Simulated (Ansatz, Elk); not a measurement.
## Bonding as seen by X-rays: SiPb2C

Structure refinements treat a crystal as free atoms side by side. For a made-up structure of SiPb2C (cell and positions from a r2SCAN relaxation) the runs below show what the calculated density changes in F(hkl).

Calculated with Elk 11.2.3 (patched build); DFT, PBE, all-electron APW+lo, Dirac cores, scalar-relativistic bands, static density, no spin.

The structure was built from a prototype and need not be the compound's stable phase.

**1. The structure**

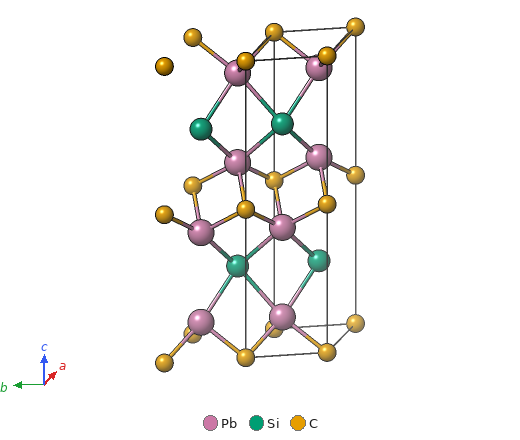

The cell as given, from a free direction (lead pink, silicon teal, carbon orange). 1×2×1 cells are drawn. Bonds to atoms that aren't drawn are left out. Some periodic images of atoms are drawn too.

Coordinates:

```cif
data_structure
_symmetry_space_group_name_H-M 'P6_3/mmc'
_symmetry_Int_Tables_number 194
_cell_length_a 3.6638
_cell_length_b 3.6638
_cell_length_c 14.1770
_cell_angle_alpha 90.000
_cell_angle_beta 90.000
_cell_angle_gamma 120.000
_cell_volume 164.81
loop_
_atom_site_label
_atom_site_type_symbol
_atom_site_symmetry_multiplicity
_atom_site_Wyckoff_symbol
_atom_site_fract_x
_atom_site_fract_y
_atom_site_fract_z
_atom_site_occupancy
Pb1 Pb 4 f 0.66667 0.33333 0.90110 1
Si1 Si 2 d 0.33333 0.66667 0.75000 1
C1 C 2 a 0.00000 0.00000 0.00000 1
```

**2. Ground state and structure factors**

An all-electron density is needed, since X-rays see the cores too. Task 0 finds the density and task 195 Fourier-transforms it; tshift is off so that phases refer to the origin typed.

Input file elk.in:

```
tasks
  0
  195

xctype
  20

spinpol
  .false.

rgkmax
  7.0

gmaxvr
  14.0

lmaxo
  7

lmaxapw
  8

swidth
  0.002

tshift
  .false.

ramdisk
  .false.

hmaxvr
  5.5

maxscl
  120

epspot
  1e-06

sppath
  './'

avec
  6.92355335965 0.00000000000 0.00000000000
  -3.46177667983 5.99597309392 -0.00000000000
  0.00000000000 -0.00000000000 26.79070706739

atoms
  3
  'Pb.in'
  4
  0.6666666667 0.3333333333 0.9010953379   0.000000 0.000000 0.000000
  0.3333333333 0.6666666667 0.0989046621   0.000000 0.000000 0.000000
  0.3333333333 0.6666666667 0.4010953379   0.000000 0.000000 0.000000
  0.6666666667 0.3333333333 0.5989046621   0.000000 0.000000 0.000000
  'Si.in'
  2
  0.3333333333 0.6666666667 0.7500000000   0.000000 0.000000 0.000000
  0.6666666667 0.3333333333 0.2500000000   0.000000 0.000000 0.000000
  'C.in'
  2
  -0.0000000000 -0.0000000000 0.0000000000   0.000000 0.000000 0.000000
  -0.0000000000 0.0000000000 0.5000000000   0.000000 0.000000 0.000000

ngridk
  7 7 2
```

On the command line:

```
> OMP_NUM_THREADS=4 elk
```

Numbers of over 12 decimals in the logs are rounded to 6 here.

Log:

```text
┌─────────────────────────┐
│ Elk code version 11.2.3 │
└─────────────────────────┘

All units are atomic (Hartree, Bohr, etc.)

┌─────────────────────────────────────────────────┐
│ Ground-state run starting from atomic densities │
└─────────────────────────────────────────────────┘

Lattice vectors :
   6.923553360       0.000000000       0.000000000
  -3.461776680       5.995973094      -0.000000000
   0.000000000      -0.000000000       26.79070707

Reciprocal lattice vectors :
  0.9075087575      0.5239504255       0.000000000
  -0.000000000       1.047900851       0.000000000
  -0.000000000       0.000000000      0.2345285360

Unit cell volume      :    1112.174401
Brillouin zone volume :   0.2230317594

Muffin-tin inner radius fraction :   0.1000000000E-01

Nuclei treated as point charges

Species : 1 (Pb)
 parameters loaded from : Pb.in
 name : lead
 nuclear charge    :   -82.00000000
 electronic charge :    82.00000000
 atomic mass :    377702.4943
 muffin-tin radius :    2.800000000
 number of radial points in muffin-tin :   1393
 inner part over the whole radius :   0.9993555083E-02
 number on inner part of muffin-tin    :   1001
 approximate nuclear radius :   0.1047603524E-03
 number of mesh points to nuclear radius :    525
 atomic positions (lattice), magnetic fields (Cartesian) :
  1 :  -0.33333333  0.33333333 -0.09890466    0.00000000  0.00000000  0.00000000
  2 :   0.33333333 -0.33333333  0.09890466    0.00000000  0.00000000  0.00000000
  3 :   0.33333333 -0.33333333  0.40109534    0.00000000  0.00000000  0.00000000
  4 :  -0.33333333  0.33333333 -0.40109534    0.00000000  0.00000000  0.00000000

Species : 2 (Si)
 parameters loaded from : Si.in
 name : silicon
 nuclear charge    :   -14.00000000
 electronic charge :    14.00000000
 atomic mass :    51196.73458
 muffin-tin radius :    2.200000000
 number of radial points in muffin-tin :    793
 inner part over the whole radius :   0.9899632250E-02
 number on inner part of muffin-tin    :    553
 approximate nuclear radius :   0.5963282101E-04
 number of mesh points to nuclear radius :    246
 atomic positions (lattice), magnetic fields (Cartesian) :
  1 :   0.33333333 -0.33333333 -0.25000000    0.00000000  0.00000000  0.00000000
  2 :  -0.33333333  0.33333333  0.25000000    0.00000000  0.00000000  0.00000000

Species : 3 (C)
 parameters loaded from : C.in
 name : carbon
 nuclear charge    :   -6.000000000
 electronic charge :    6.000000000
 atomic mass :    21894.16674
 muffin-tin radius :    1.800000000
 number of radial points in muffin-tin :    593
 inner part over the whole radius :   0.9914778686E-02
 number on inner part of muffin-tin    :    406
 approximate nuclear radius :   0.4747601631E-04
 number of mesh points to nuclear radius :    166
 atomic positions (lattice), magnetic fields (Cartesian) :
  1 :   0.00000000  0.00000000  0.00000000    0.00000000  0.00000000  0.00000000
  2 :   0.00000000  0.00000000  0.50000000    0.00000000  0.00000000  0.00000000

Total number of atoms per unit cell :    8
Total muffin-tin volume :    505.8718155
 ratio of muffin-tin to unit cell volume :   0.4548493607

Spin treatment :
 spin-unpolarised

Number of Bravais lattice symmetries :   24
Number of crystal symmetries         :   24
Crystal has inversion symmetry
Real symmetric eigensolver will be used

k-point grid :      7     7     2
k-point offset :    0.000000000       0.000000000       0.000000000
k-point set is reduced with full crystal symmetry group
Total number of k-points :       16

Muffin-tin radius times maximum |G+k| :    7.000000000
 using average radius
Maximum |G+k| for APW functions       :    2.916666667
Maximum (1/2)|G+k|²                   :    4.253472222
Maximum |G| for potential and density :    14.00000000
Constant for pseudocharge density :   10
 order of it for each species :   17  17  17
 order of it for pair densities of each species (exact exchange by exxq0 0: 18) :   13   7   4
Radial integration step length :    1

[...]
electron entropic           :    -0.11824100848351E-02
 total energy                :     -84372.085777956

Density of states at Fermi energy :    91.53418170
 (states/Hartree/unit cell)

Estimated indirect band gap :   0.7764847988E-02
 from k-point 14 to k-point 6
Estimated direct band gap   :   0.9483054661E-02
 at k-point 6

Charges :
 core                        :    296.0000000
 valence                     :    72.00000000
 interstitial                :    11.99452695
 muffin-tins (core leakage)
  species : 1 (Pb)
[...]
species : 2 (Si)
[...]
species : 3 (C)
[...]
total in muffin-tins        :    356.0054730
 total calculated charge     :    367.9897931
 total charge                :    368.0000000
 error                       :   0.1020693247E-01

RMS change in Kohn-Sham potential (target) :    1.237429918     (  0.1000000000E-05)
Absolute change in total energy (target)   :   0.1359175113     (  0.1000000000E-03)

[... loops 3 to 17 left out ...]

┌──────────────────┐
│ Loop number : 18 │
└──────────────────┘

Energies :
 Fermi                       :     0.247606
 sum of occupied eigenvalues :     -52122.215201028
 electron kinetic            :      98137.937198312
 core electron kinetic       :      97596.301915717
 Coulomb                     :     -180894.81558994
 Coulomb potential           :     -148148.99465551
 nuclear-nuclear             :     -6179.7078251214
 electron-nuclear            :     -201381.73118163
 Hartree                     :      26666.623416810
 Madelung                    :     -106820.31826219
 xc potential                :     -2111.1577438327
 exchange                    :     -1591.9431716385
 correlation                 :     -21.753736192484
 electron entropic           :    -0.73768990814776E-03
 total energy                :     -84370.576037149

Density of states at Fermi energy :    49.55706518
 (states/Hartree/unit cell)

Estimated indirect band gap :   0.4969933824E-02
 from k-point 5 to k-point 10
Estimated direct band gap   :   0.2548891010E-01
 at k-point 5

Charges :
 core                        :    296.0000000
 valence                     :    72.00000000
 interstitial                :    12.31019969
 muffin-tins (core leakage)
  species : 1 (Pb)
[...]
species : 2 (Si)
[...]
species : 3 (C)
[...]
total in muffin-tins        :    355.6898003
 total calculated charge     :    367.9904632
 total charge                :    368.0000000
 error                       :   0.9536769392E-02

RMS change in Kohn-Sham potential (target) :   0.1833331238E-06 (  0.1000000000E-05)
Absolute change in total energy (target)   :   0.6080695312E-04 (  0.1000000000E-03)

Convergence targets achieved

┌──────────────────┐
│ Loop number : 19 │
└──────────────────┘

Energies :
 Fermi                       :     0.247606
 sum of occupied eigenvalues :     -52122.215194263
 electron kinetic            :      98137.937194558
 core electron kinetic       :      97596.301908171
 Coulomb                     :     -180894.81558156
 Coulomb potential           :     -148148.99465568
 nuclear-nuclear             :     -6179.7078251214
 electron-nuclear            :     -201381.73116417
 Hartree                     :      26666.623407726
 Madelung                    :     -106820.31825372
 xc potential                :     -2111.1577331450
 exchange                    :     -1591.9431714843
 correlation                 :     -21.753736195597
 electron entropic           :    -0.73768969656685E-03
 total energy                :     -84370.576032375

Density of states at Fermi energy :    49.55703420
 (states/Hartree/unit cell)

Estimated indirect band gap :   0.4969942770E-02
 from k-point 5 to k-point 10
Estimated direct band gap   :   0.2548891664E-01
 at k-point 5

Charges :
 core                        :    296.0000000
 valence                     :    72.00000000
 interstitial                :    12.31019986
 muffin-tins (core leakage)
  species : 1 (Pb)
[...]
species : 2 (Si)
[...]
atom 2                    :    12.00420250     (  0.1295093360E-02)
  species : 3 (C)
   atom 1                    :    4.953675967     (  0.3371636704E-05)
   atom 2                    :    4.953675967     (  0.3371636704E-05)
 total in muffin-tins        :    355.6898001
 total calculated charge     :    367.9904632
 total charge                :    368.0000000
 error                       :   0.9536768922E-02

┌──────────────────────────────┐
│ Self-consistent loop stopped │
└──────────────────────────────┘

Warning : core states of species 1 leak from the muffin-tin :   0.1199114619E-02

Warning : core states of species 2 leak from the muffin-tin :   0.1295093360E-02

Wrote STATE.OUT
```

It took 98 s on 4 threads of Arm Neoverse N1, shared host; peak memory 0.31 GiB; 3.9 min of CPU time.

SFACRHO.OUT:

```text

h k l indices transformed by vhmat matrix:
   1.000000000       0.000000000       0.000000000    
   0.000000000       1.000000000       0.000000000    
   0.000000000       0.000000000       1.000000000    

      h      k      l  multipl.   |H|            Re(F)            Im(F)           |F|

      0      0      0      1   0.0000000       368.00000     -0.82595960E-16   368.00000    
      0      0     -1      2  0.23452854      0.14469863E-14 -0.42311940E-15  0.15075806E-14
      0      0      2      2  0.46905707       87.729845     -0.86599072E-15   87.729845    
      0      0     -3      2  0.70358561      0.12058219E-13  0.70925927E-15  0.12079060E-13
      0      0     -4      2  0.93811414      -203.98250      0.89257750E-14   203.98250    
      0      1      0      6   1.0479009      -147.64534     -0.51117121E-13   147.64534    
      1     -1      1      6   1.0738249       128.22682     -0.34312972E-13   128.22682    
      1     -1     -1      6   1.0738249      -128.22682      0.84532084E-13   128.22682    
     -1      1     -2      6   1.1480900      -27.479325     -0.82243801E-13   27.479325    
      1      0      2      6   1.1480900      -27.479325     -0.18085458E-13   27.479325    
      0      0      5      2   1.1726427      0.57879451E-14  0.18720599E-14  0.60831667E-14
      1     -1      3      6   1.2621921       250.23555     -0.13005683E-12   250.23555    
      0      1     -3      6   1.2621921      -250.23555     -0.18149348E-12   250.23555    
      1     -1     -4      6   1.4064687       106.37201     -0.33369462E-13   106.37201    
      1      0     -4      6   1.4064687       106.37201     -0.13095095E-13   106.37201    
      0      0     -6      2   1.4071712      -239.68925      0.23028350E-14   239.68925    
      0     -1      5      6   1.5726370       7.6344458     -0.43148736E-13   7.6344458    
     -1      0      5      6   1.5726370      -7.6344458      0.16645077E-13   7.6344458
```

Elk indexes on the primitive cell of elk.in and gives |H| = 4π sin θ/λ in inverse bohr. Below, one row stands for each form hkl of the conventional cell (m members, Friedel mates merged), F is for one primitive cell and the density is static (no thermal factor). Free-atom factors are Waasmaier and Kirfel's, and R is Σm||F|−|F'||/Σm|F|.

```
hkl   m  sin θ/λ (Å⁻¹)  abs F, DFT  neutral atoms   diff.
001   2          0.035       0.000          0.000  +0.000
002   2          0.070      87.730         87.732  -0.002
003   2          0.106       0.000          0.000  +0.000
004   2          0.141     203.982        204.870  -0.888
100   6          0.158     147.645        148.242  -0.597
101  12          0.162     128.227        128.450  -0.223
102  12          0.173      27.479         28.093  -0.613
005   2          0.176       0.000          0.000  +0.000
103  12          0.190     250.236        250.436  -0.200
104  12          0.211     106.372        106.073  +0.299
006   2          0.212     239.689        240.552  -0.863
105  12          0.236       7.634          7.751  -0.117
007   2          0.247       0.000          0.000  +0.000
106  12          0.264     121.486        121.604  -0.118
110   6          0.273     277.388        277.535  -0.147
111  12          0.275       0.000          0.000  +0.000
112  12          0.282      69.587         69.648  -0.061
008   2          0.282      86.469         86.774  -0.305
```

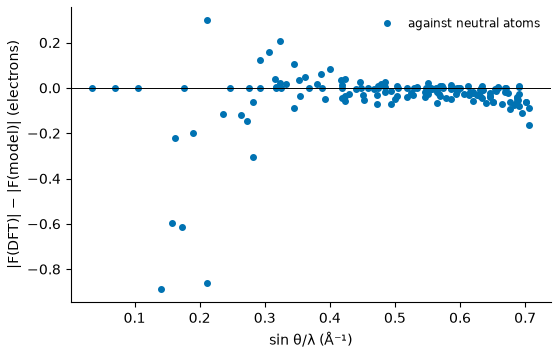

Difference between the calculated structure factors and the independent-atom ones.

**3. The highest occupied states alone**

An energy window below the Fermi level keeps the highest occupied states, to see at which angles they scatter; shallow core shells can lie inside it and anion s states outside. No new self-consistency is needed.

Edit elk.in of step 2 so:

```diff
@@ -1,3 +1,2 @@
 tasks
-  0
   195
@@ -40,2 +39,5 @@
 
+wsfac
+  -0.193390 0.547610
+
 sppath
```

On the command line:

```
> OMP_NUM_THREADS=4 elk
```

Log:

```text
┌─────────────────────────────────┐
│ Elk code version 11.2.3 started │
└─────────────────────────────────┘

Info(readinput): the functional depends on the density's gradient
 muffin-tin radial points multiplied by    2.00000
 (not where nrmtscf is given)

┌────────────────────┐
│ Current task : 195 │
└────────────────────┘

Info(sfacrho): density structure factors written to SFACRHO.OUT

 Energy window :  -0.1933900000      0.5476100000

┌──────────────────┐
│ Elk code stopped │
└──────────────────┘
```

Wall time 42 s (4 threads); peak memory 0.21 GiB; 46 s of CPU time.

States within 12 eV below the Fermi level hold 30.94 electrons; any levels below the window count with the cores, and a count that is not whole means the window cuts a band. Their amplitudes can exceed the total, where window and core parts have opposite phase:

```
hkl  sin θ/λ (Å⁻¹)  abs F, window  abs F, all
001          0.035          0.000       0.000
002          0.070          3.990      87.730
003          0.106          0.000       0.000
004          0.141          4.536     203.982
100          0.158          1.935     147.645
101          0.162          0.395     128.227
102          0.173          4.801      27.479
005          0.176          0.000       0.000
103          0.190          2.236     250.236
104          0.211          3.034     106.372
```

**4. Another functional**

The difference from free atoms is small, so it is set against the change that LDA (Perdew-Wang) makes.

Edit elk.in of step 3 so:

```diff
@@ -1,2 +1,3 @@
 tasks
+  0
   195
@@ -4,3 +5,3 @@
 xctype
-  20
+  3
 
@@ -39,5 +40,2 @@
 
-wsfac
-  -0.193390 0.547610
-
 sppath
```

On the command line:

```
> OMP_NUM_THREADS=4 elk
```

Log:

```text
┌─────────────────────────┐
│ Elk code version 11.2.3 │
└─────────────────────────┘

All units are atomic (Hartree, Bohr, etc.)

┌─────────────────────────────────────────────────┐
│ Ground-state run starting from atomic densities │
└─────────────────────────────────────────────────┘

Lattice vectors :
   6.923553360       0.000000000       0.000000000
  -3.461776680       5.995973094      -0.000000000
   0.000000000      -0.000000000       26.79070707

Reciprocal lattice vectors :
  0.9075087575      0.5239504255       0.000000000
[...]
species : 3 (C)
   atom 1                    :    4.929778329     ( -0.3746514401E-06)
   atom 2                    :    4.929778329     ( -0.3746514401E-06)
 total in muffin-tins        :    355.7671798
 total calculated charge     :    367.9904176
 total charge                :    368.0000000
 error                       :   0.9582412342E-02

┌──────────────────────────────┐
│ Self-consistent loop stopped │
└──────────────────────────────┘

Warning : core states of species 1 leak from the muffin-tin :   0.1208027045E-02

Warning : core states of species 2 leak from the muffin-tin :   0.1314464095E-02

Wrote STATE.OUT
[key lines of the parts left out:]
total energy                :     -84322.984383418
```

Run time: 57 s. Hardware: 4 threads; peak memory 0.25 GiB.

Against the first run R = 0.02 %; the largest change is +0.079 at 004.

**5. Basis size**

The basis and the expansions that go with it are enlarged, to see whether the differences are converged.

Edit elk.in of step 4 so:

```diff
@@ -5,3 +5,3 @@
 xctype
-  3
+  20
 
@@ -11,12 +11,12 @@
 rgkmax
-  7.0
+  8.5
 
 gmaxvr
-  14.0
+  18.0
 
 lmaxo
-  7
+  9
 
 lmaxapw
-  8
+  10
```

On the command line:

```
> OMP_NUM_THREADS=4 elk
```

Log:

```text
┌─────────────────────────┐
│ Elk code version 11.2.3 │
└─────────────────────────┘

All units are atomic (Hartree, Bohr, etc.)

┌─────────────────────────────────────────────────┐
│ Ground-state run starting from atomic densities │
└─────────────────────────────────────────────────┘

Lattice vectors :
   6.923553360       0.000000000       0.000000000
  -3.461776680       5.995973094      -0.000000000
   0.000000000      -0.000000000       26.79070707

Reciprocal lattice vectors :
  0.9075087575      0.5239504255       0.000000000
[...]
species : 3 (C)
   atom 1                    :    4.965327880     (  0.3378064278E-05)
   atom 2                    :    4.965327880     (  0.3378064278E-05)
 total in muffin-tins        :    355.7238340
 total calculated charge     :    367.9921626
 total charge                :    368.0000000
 error                       :   0.7837436934E-02

┌──────────────────────────────┐
│ Self-consistent loop stopped │
└──────────────────────────────┘

Warning : core states of species 1 leak from the muffin-tin :   0.1198346630E-02

Warning : core states of species 2 leak from the muffin-tin :   0.1295390619E-02

Wrote STATE.OUT
[key lines of the parts left out:]
total energy                :     -84370.591897601
```

The job ended after 4.4 min (4 threads; peak memory 0.6 GiB).

Against the first run R = 0.00 %; the largest change is -0.016 at 116.

**6. Settings against the effect**

```
                              run  R against the first run (%)  R against neutral atoms, low angle (%)  wall time
                    PBE, rgkmax 7                         0.00                                    0.20       98 s
                LDA (Perdew-Wang)                         0.02                                    0.19       57 s
rgkmax 8.5 with larger expansions                         0.00                                    0.20    4.4 min
```

**7. Summary of results**

```yaml
r_against_neutral_atoms_sin_theta_lambda_0p3_a_minus1: 0.20 %
r_against_neutral_atoms_0p3_to_0p71_a_minus1: 0.04 %
```

Independent neutral atoms miss the calculated amplitudes by R = 0.20 % below 0.3 Å⁻¹ and 0.04 % from there to 0.71 Å⁻¹; by shells, 0.31 % below 0.15 Å⁻¹ (2 forms), 0.20 % 0.15 to 0.3 (12 forms), 0.04 % 0.3 to 0.45 (25 forms), 0.04 % above 0.45 (79 forms). Bonding, aspherical density and the tables' own atoms all enter these figures, and the runs don't part them. The largest change of an amplitude is -0.89 electrons, at 004. The window's part falls from 30.9 electrons at the origin to at most 0.38 between 0.45 and 0.71 Å⁻¹. Below 0.3 Å⁻¹ the changes that finished (LDA (Perdew-Wang) and rgkmax 8.5 with larger expansions) move F by R = 0.02 % at most, against the 0.20 % that separates it from free atoms. The k-mesh has no finished test. Spin-orbit coupling is left out, which can matter for elements this heavy. Part of the difference isn't bonding: the tables are fits to free atoms and ions calculated by other methods than this functional. Thermal motion, anomalous dispersion and extinction are left out.

[Logs are printed without paths, hosts, clocks, repeated set-up lines and the standing remarks that a program may print on its own settings, such as how far it seeks lower states.]

[Hosts, paths, dates, database ids (printed as entryN), source tags and the programs' standing remarks are cut or masked in the printed files.]
